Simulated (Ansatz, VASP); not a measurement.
# SnTe in two plane-wave programs

One calculation is typed for both programs; each brings its own data sets and cutoff. How far apart do they land?

Program: Ansatz 0.2.0. Level of theory: plane waves, with VASP 6.6.1 beside it; relaxation of cell and atoms at r2SCAN with rVV10. Results are calculated unless marked as measured.

The database entry behind the starting cell differs from later determinations by our own check (about 0.3 % short), so it need not match the best structure at ambient conditions.

## 1. Set-up

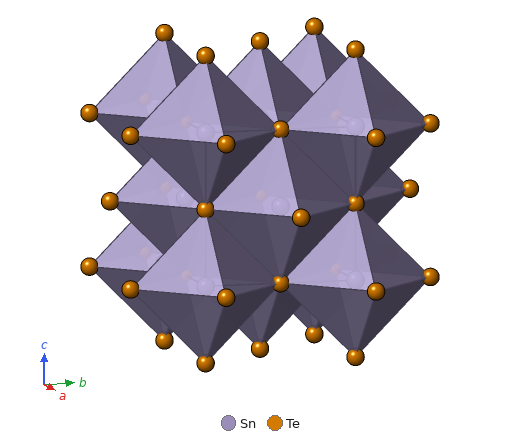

The starting structure, seen slightly off an axis (tin purple, tellurium orange). This picture shows the conventional cell, with its axes. Some periodic images of atoms are drawn too.

## 2. VASP: relaxation of cell and atoms, r2SCAN with rVV10

The relaxed volume is the usual yardstick between codes: its relative difference is about their pressure difference at one cell divided by the bulk modulus.

Lines of VASP's logs that name or quote its potential files are left out, and so is its time.

INCAR reads:

```
SYSTEM = SnTe
PREC = Accurate
ENCUT = 520
EDIFF = 1E-06
NELM = 100
ISMEAR = -1
SIGMA = 0.05
LREAL = .FALSE.
ALGO = Normal
METAGGA = R2SCAN
LUSE_VDW = .TRUE.
IVDW_NL = 2
BPARAM = 11.95
CPARAM = 0.0093
LASPH = .TRUE.
NBANDS = 16
LORBIT = 11
LWAVE = .FALSE.
LCHARG = .FALSE.
KPAR = 2
IBRION = 2
NSW = 60
ISIF = 3
EDIFFG = -0.01
```

POSCAR reads:

```
SnTe
1.0
    0.0000000000      3.1508500000      3.1508500000
    3.1508500000      0.0000000000      3.1508500000
    3.1508500000      3.1508500000      0.0000000000
Sn Te
1 1
Direct
    0.0000000000      0.0000000000      0.0000000000
    0.5000000000      0.5000000000      0.5000000000
```

KPOINTS reads:

```
Automatic mesh
0
Gamma
5 5 5
0 0 0
```

PAW data sets: Sn_d and Te (PBE family, release 64).

On the command line:

```bash
$ mpirun -np 2 vasp_std
```

Numbers of over 12 decimals in the logs are rounded to 6 here.

The program printed:

```text
[banner, memory and clock lines left out]
running    2 mpi-ranks, on    1 nodes
 distrk:  each k-point on    1 cores,    2 groups
 distr:  one band on    1 cores,    1 groups

 POSCAR found type information on POSCAR SnTe
 POSCAR found :  2 types and       2 ions
|                                                                             |
|               ----> ADVICE to this user running VASP <----                  |
|                                                                             |
|     You have switched on vdW-DFT.                                           |
|     This routine was written and supplied by Jiri Klimes. We recommend      |
|     that you carefully read and cite the following publications:            |
|       J. Klimes, D.R. Bowler, A. Michelides                                 |
|          J. Phys.: Cond Matt. 22 022201 (2010)                              |
|       J. Klimes, D.R. Bowler, A. Michelides                                 |
|          Phys. Rev. B. 83, 195131 (2011)                                    |
|     and references therein.                                                 |
|                                                                             |

|                                                                             |
|               ----> ADVICE to this user running VASP <----                  |
|                                                                             |
|     You enforced a specific xc type in the INCAR file but a different       |
|     [... a line on the potential file left out ...]
|     I HOPE YOU KNOW WHAT YOU ARE DOING!                                     |
|                                                                             |

 LDA part: xc-table for (None), standard interpolation
 POSCAR, INCAR and KPOINTS ok, starting setup
 FFT: planning ... GRIDC
 FFT: planning ... GRID_SOFT
 FFT: planning ... GRID
 WAVECAR not read
 entering main loop
       N       E                     dE             d eps       ncg     rms          rms(c)
Total rVV10 correction in eV:      0.5201900    23.9347915
Total rVV10 correction in eV:      0.5201900    23.9347915
DAV:   1     0.813496809015E+02    0.81350E+02   -0.98932E+03   320   0.146E+03
DAV:   2    -0.428090946919E+02   -0.12416E+03   -0.12131E+03   360   0.371E+02
DAV:   3    -0.529759576996E+02   -0.10167E+02   -0.10144E+02   392   0.900E+01
DAV:   4    -0.532313149474E+02   -0.25536E+00   -0.25532E+00   400   0.159E+01
DAV:   5    -0.532427127508E+02   -0.11398E-01   -0.11398E-01   448   0.301E+00    0.497E+00
Total rVV10 correction in eV:      0.5215184    23.9347914
Total rVV10 correction in eV:      0.5215184    23.9347914
DAV:   6    -0.501430179975E+02    0.30997E+01   -0.69608E-01   416   0.124E+01    0.354E+00
Total rVV10 correction in eV:      0.5269235    23.9347914
Total rVV10 correction in eV:      0.5269235    23.9347914
DAV:   7    -0.501424014481E+02    0.61655E-03   -0.88813E-02   376   0.215E+00    0.102E+00
Total rVV10 correction in eV:      0.5279504    23.9347914
Total rVV10 correction in eV:      0.5279504    23.9347914
DAV:   8    -0.501448573271E+02   -0.24559E-02   -0.62667E-03   392   0.633E-01    0.429E-01
Total rVV10 correction in eV:      0.5280489    23.9347914
Total rVV10 correction in eV:      0.5280489    23.9347914
DAV:   9    -0.501448355446E+02    0.21783E-04   -0.14413E-03   352   0.189E-01    0.166E-01
Total rVV10 correction in eV:      0.5282475    23.9347914
Total rVV10 correction in eV:      0.5282475    23.9347914
DAV:  10    -0.501448994288E+02   -0.63884E-04   -0.14562E-04   400   0.108E-01    0.448E-02
Total rVV10 correction in eV:      0.5284129    23.9347914
Total rVV10 correction in eV:      0.5284129    23.9347914
DAV:  11    -0.501449139277E+02   -0.14499E-04   -0.29150E-05   400   0.451E-02    0.229E-02
Total rVV10 correction in eV:      0.5284302    23.9347914
Total rVV10 correction in eV:      0.5284302    23.9347914
DAV:  12    -0.501449143559E+02   -0.42813E-06   -0.27476E-06   376   0.251E-02
Total rVV10 correction in eV:      0.5284439    23.9347914
Total rVV10 correction in eV:      0.5284439    23.9347914
Total rVV10 correction in eV:      0.5284465    23.9347914
Total rVV10 correction in eV:      0.5284465    23.9347914
   1 F= -.50144914E+02 E0= -.50144892E+02  d E =-.501449E+02
 curvature:   0.00 expect dE= 0.000E+00 dE for cont linesearch  0.000E+00
 trial: gam= 0.00000 g(F)=  0.486E-60 g(S)=  0.798E-02 ort = 0.000E+00 (trialstep = 0.100E+01)
 search vector abs. value=  0.798E-02
 bond charge predicted
       N       E                     dE             d eps       ncg     rms          rms(c)
Total rVV10 correction in eV:      0.5280842    23.9347914
Total rVV10 correction in eV:      0.5280842    23.9347914
DAV:   1    -0.502342706326E+02   -0.89357E-01   -0.20338E+00   400   0.220E+01    0.176E+00
Total rVV10 correction in eV:      0.5317274    23.9347917
Total rVV10 correction in eV:      0.5317274    23.9347917
DAV:   2    -0.501655173750E+02    0.68753E-01   -0.11872E-01   400   0.513E+00    0.757E-01
Total rVV10 correction in eV:      0.5344968    23.9347917
Total rVV10 correction in eV:      0.5344968    23.9347917
DAV:   3    -0.501480633285E+02    0.17454E-01   -0.51766E-02   400   0.335E+00    0.152E-01
Total rVV10 correction in eV:      0.5347821    23.9347917
Total rVV10 correction in eV:      0.5347821    23.9347917
DAV:   4    -0.501476320784E+02    0.43125E-03   -0.16689E-03   328   0.392E-01    0.764E-02
Total rVV10 correction in eV:      0.5350927    23.9347917
Total rVV10 correction in eV:      0.5350927    23.9347917
DAV:   5    -0.501474623342E+02    0.16974E-03   -0.22606E-04   432   0.132E-01    0.413E-02
Total rVV10 correction in eV:      0.5352914    23.9347917
Total rVV10 correction in eV:      0.5352914    23.9347917
DAV:   6    -0.501474475584E+02    0.14776E-04   -0.44349E-05   360   0.555E-02    0.135E-02
Total rVV10 correction in eV:      0.5353348    23.9347917
Total rVV10 correction in eV:      0.5353348    23.9347917
DAV:   7    -0.501474484134E+02   -0.85496E-06   -0.31292E-06   368   0.198E-02
Total rVV10 correction in eV:      0.5353705    23.9347917
Total rVV10 correction in eV:      0.5353705    23.9347917
Total rVV10 correction in eV:      0.5353576    23.9347917
Total rVV10 correction in eV:      0.5353576    23.9347917
   2 F= -.50147448E+02 E0= -.50147435E+02  d E =-.253406E-02
 trial-energy change:   -0.002534  1 .order   -0.002673   -0.007980    0.002634
 step:   0.7366(harm=  0.7519)  dis= 0.00000  next Energy=   -50.147798 (dE=-0.288E-02)
 bond charge predicted
       N       E                     dE             d eps       ncg     rms          rms(c)
Total rVV10 correction in eV:      0.5354585    23.9347917
Total rVV10 correction in eV:      0.5354585    23.9347917
DAV:   1    -0.501538251044E+02   -0.63775E-02   -0.13690E-01   400   0.548E+00    0.465E-01
Total rVV10 correction in eV:      0.5344852    23.9347916
Total rVV10 correction in eV:      0.5344852    23.9347916
DAV:   2    -0.501490122426E+02    0.48129E-02   -0.83619E-03   400   0.137E+00    0.200E-01
Total rVV10 correction in eV:      0.5337618    23.9347916
Total rVV10 correction in eV:      0.5337618    23.9347916
DAV:   3    -0.501478249181E+02    0.11873E-02   -0.34783E-03   408   0.875E-01    0.391E-02
Total rVV10 correction in eV:      0.5336841    23.9347916
Total rVV10 correction in eV:      0.5336841    23.9347916
DAV:   4    -0.501478013478E+02    0.23570E-04   -0.11246E-04   336   0.102E-01    0.199E-02
Total rVV10 correction in eV:      0.5336104    23.9347916
Total rVV10 correction in eV:      0.5336104    23.9347916
DAV:   5    -0.501477981068E+02    0.32410E-05   -0.14350E-05   432   0.326E-02    0.114E-02
Total rVV10 correction in eV:      0.5335567    23.9347916
Total rVV10 correction in eV:      0.5335567    23.9347916
DAV:   6    -0.501477996268E+02   -0.15200E-05   -0.32506E-06   360   0.145E-02    0.303E-03
Total rVV10 correction in eV:      0.5335480    23.9347916
Total rVV10 correction in eV:      0.5335480    23.9347916
DAV:   7    -0.501477991575E+02    0.46930E-06   -0.17647E-07   184   0.480E-03
Total rVV10 correction in eV:      0.5335385    23.9347916
Total rVV10 correction in eV:      0.5335385    23.9347916
Total rVV10 correction in eV:      0.5335423    23.9347916
Total rVV10 correction in eV:      0.5335423    23.9347916
   3 F= -.50147799E+02 E0= -.50147784E+02  d E =-.288480E-02
 curvature:  -0.37 expect dE=-0.246E-06 dE for cont linesearch -0.246E-06
 trial: gam=-0.00900 g(F)=  0.216E-60 g(S)=  0.658E-06 ort = 0.725E-04 (trialstep = 0.947E+00)
 search vector abs. value=  0.154E-09
 reached required accuracy - stopping structural energy minimisation
```

Parts of OUTCAR (step 2):

```text
ion  position               nearest neighbor table
   1  0.000  0.000  0.000-   2 3.15   2 3.15   2 3.15   2 3.15   2 3.15   2 3.15
   2  0.500  0.500  0.500-   1 3.15   1 3.15   1 3.15   1 3.15   1 3.15   1 3.15

  LATTYP: Found a face centered cubic cell.
 ALAT       =     6.3017000000

 Subroutine GETGRP returns: Found 48 space group operations
 (whereof 48 operations were pure point group operations)

The static configuration has the point symmetry O_h .

 Found     10 irreducible k-points:

   k-points           NKPTS =     10   k-points in BZ     NKDIM =     10   number of bands    NBANDS=     16

   dimension x,y,z NGX =    36 NGY =   36 NGZ =   36
   dimension x,y,z NGXF=    72 NGYF=   72 NGZF=   72

   ENCUT  =  520.0 eV  38.22 Ry    6.18 a.u.   8.29  8.29  8.29*2*pi/ulx,y,z

   NELECT =      20.0000    total number of electrons

 k-points in reciprocal lattice and weights: Automatic mesh
   0.00000000  0.00000000  0.00000000       0.008
   0.20000000  0.00000000  0.00000000       0.064
   0.40000000  0.00000000  0.00000000       0.064
   0.20000000  0.20000000  0.00000000       0.048
   0.40000000  0.20000000  0.00000000       0.192
  -0.40000000  0.20000000  0.00000000       0.192
  -0.20000000  0.20000000  0.00000000       0.096
   0.40000000  0.40000000  0.00000000       0.048
  -0.40000000  0.40000000  0.00000000       0.096
  -0.40000000  0.40000000  0.20000000       0.192

 average (electrostatic) potential at core
       1-106.4133       2 -92.9613

 E-fermi :   6.8380

 k-point     1 :       0.0000    0.0000    0.0000
  band No.  band energies     occupation
    ...
      6      -6.5896      2.00000
      7       1.9741      2.00000
      8       4.3434      2.00000
      9       4.3434      2.00000
     10       4.3434      2.00000
     11      10.1729      0.00000
     12      10.1729      0.00000
     13      10.1729      0.00000
     14      11.7444      0.00000
     15      11.7444      0.00000
    ...

 k-point     2 :       0.2000    0.0000    0.0000
  band No.  band energies     occupation
    ...
      6      -6.2498      2.00000
      7       0.3627      2.00000
      8       4.4175      2.00000
      9       4.4175      2.00000
     10       5.4378      2.00000
     11       8.7682      0.00000
     12       8.7682      0.00000
     13       8.9011      0.00000
     14      11.8549      0.00000
     15      12.5546      0.00000
    ...

 k-point     3 :       0.4000    0.0000    0.0000
  band No.  band energies     occupation
    ...
      6      -5.4657      2.00000
      7      -1.5801      2.00000
      8       4.6434      2.00000
      9       4.6434      2.00000
     10       6.4082      1.99963
     11       7.3054      0.00017
     12       7.3054      0.00017
     13       7.3921      0.00003
     14      13.7208      0.00000
     15      14.7355      0.00000
    ...

  Total        0.0030156      0.0030156      0.0030156      0.0000000      0.0000000      0.0000000
  in kB        0.0758775      0.0758775      0.0758775      0.0000000      0.0000000      0.0000000
  external PRESSURE =       0.0758775 kB  Pullay stress =       0.0000000 kB

  energy-cutoff  :      520.00
  volume of cell :       63.68
      direct lattice vectors                 reciprocal lattice vectors
     0.000000000  3.169441054  3.169441054    -0.157756523  0.157756523  0.157756523
     3.169441054  0.000000000  3.169441054     0.157756523 -0.157756523  0.157756523
     3.169441054  3.169441054  0.000000000     0.157756523  0.157756523 -0.157756523

 POSITION                                       TOTAL-FORCE (eV/Angst)
 -----------------------------------------------------------------------------------
      0.00000      0.00000      0.00000         0.000000     -0.000000      0.000000
      3.16944      3.16944      3.16944        -0.000000      0.000000     -0.000000
 -----------------------------------------------------------------------------------
    total drift:                               -0.000000      0.000000      0.000000

  FREE ENERGIE OF THE ION-ELECTRON SYSTEM (eV)
  ---------------------------------------------------
  free  energy   TOTEN  =       -50.1477991575 eV

  energy  without entropy=      -50.1477681557  energy(sigma->0) =      -50.14778366

 reached required accuracy - stopping structural energy minimisation

 total charge
# of ion       s       p       d       tot
------------------------------------------
    1        1.343   0.742   9.980  12.066
    2        1.387   1.994   0.029   3.409
--------------------------------------------------
tot          2.730   2.736  10.010  15.475

[... 3 further parts left out ...]
```

(Continued in part 2 of 2.)

[Lines on the potential files, build, host, timing and source positions are cut from VASP's logs without a mark.]

[Logs are printed without paths, hosts, clocks, repeated set-up lines and the standing remarks that a program may print on its own settings, such as how far it seeks lower states.]

[Hosts, paths, dates, database ids (printed as entryN), source tags and the programs' standing remarks are cut or masked in the printed files.]
